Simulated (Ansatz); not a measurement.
**How basis sets differ on Li2 (lithium dimer)**

Li2, singlet, SMILES `[Li][Li]`. Each level relaxes the structure for itself.

Each level gives the harmonic wavenumber (cm⁻¹). The values are calculated.

**The experiment to reproduce.** Huber and Herzberg, Constants of Diatomic Molecules gives the harmonic wavenumber of the gas as 351 cm⁻¹.

| level | kind | program | value (cm⁻¹) | computed − measured |
| --- | --- | --- | --- | --- |
| HF/STO-3G | Hartree–Fock | Ansatz | 412 | +61 |
| HF/3-21G | Hartree–Fock | Ansatz | 342 | -9 |
| HF/6-31G* (Cartesian functions) | Hartree–Fock | Ansatz | 342 | -9 |
| HF/cc-pVTZ | Hartree–Fock | Ansatz | 339 | -12 |

Nearest: HF/3-21G (-9 cm⁻¹); farthest: HF/STO-3G (+61 cm⁻¹). Harmonic and unscaled.

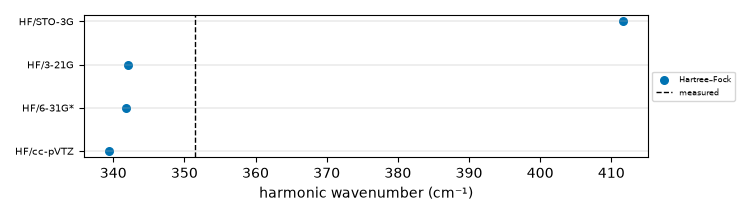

The values of the table, level by level.
